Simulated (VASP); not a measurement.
Band structure of BP (zinc blende). Computed with RPBE GGA, VASP's PBE PAW potentials (set 64) (plane waves; VASP 6.6.1).

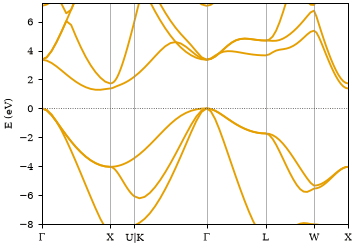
*Bands along high-symmetry lines, zero at the valence-band maximum or, without a gap, the Fermi level*

Read the plot: is there a gap, and where are the band edges?

The gap is indirect, 1.29 eV, from the valence maximum at Γ to the conduction minimum at Γ-X at 0.86. (Edges off the drawn lines would not show.)

The compound is BP in the zinc blende structure. It was relaxed first.
